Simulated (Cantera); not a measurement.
Charge: 1 mol Al, 1.2 mol HCl, 190 mol N2, equilibrated at 12.0 mbar.

These are equilibrium values from Cantera (NASA tables, ideal gas, pure condensed phases), not measurements of a reactor. Candidate condensed phases: Al, AlCl3, AlN, NH4Cl; 20 gas species. The tables' values for AlCl2 are old estimates; treat these amounts as uncertain. Rates play no part.

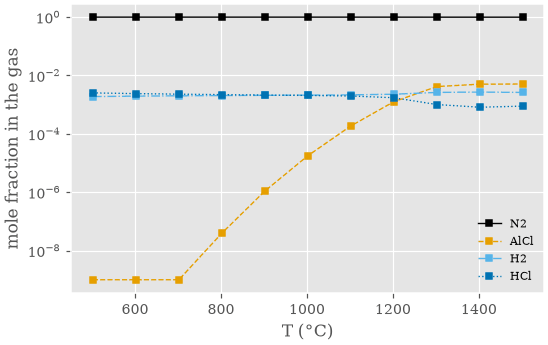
*Equilibrium gas composition (values under 1e-9 drawn at 1e-9)*

Read off the mole fractions at 902 °C.

N2 about 0.99, HCl about 0.0021, H2 about 0.0021, AlCl about 1.1e-6.
